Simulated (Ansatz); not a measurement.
La$_{2}$O$_{3}$ (A-La2O3 type, space group P-3m1)

```
La2O3
1.0
    3.94027     0.00000     0.00000
   -1.97014     3.41238     0.00000
    0.00000     0.00000     6.18799
La O
2 3
Direct
  0.33333   0.66667   0.24739
  0.66667   0.33333   0.75261
  0.00000   0.00000   0.00000
  0.33333   0.66667   0.64528
  0.66667   0.33333   0.35472
```

In this cell atom 1 (La, nearest neighbour O at 2.370 Å; its periodic images, 3.9 Å or more away, move with it) is moved by s along Cartesian z, unit vector (0.000, 0.000, 1.000); all other atoms and the cell stay fixed.

Method: PBE (plane waves to 420 eV, PAW, scalar-relativistic; Ansatz, a quantum-chemistry and plane-wave program). k mesh 8×8×5 (Γ-centred), Fermi-Dirac smearing 0.05 eV. The energy includes the smearing's −TS. Left out: 1 of 11 points, with atoms too close for the PAW data. La2O3 is run without spin polarisation. La2O3 was relaxed with its symmetry unable to fall. ΔE is measured from the undisplaced structure.

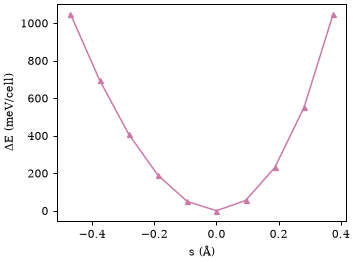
Figure. ΔE (meV/cell) against s (Å); computed points joined by lines.

Is the energy the same for displacements of ±0.376 Å, and if not, which side lies higher?

Not even: the positive side lies higher at ±0.376 Å.

What is the energy change at s = 0.376 Å?

About 1100 meV/cell.

(A displaced cell: forces are minus the slopes of the energy, force constants its curvatures, and phonons follow from these.)
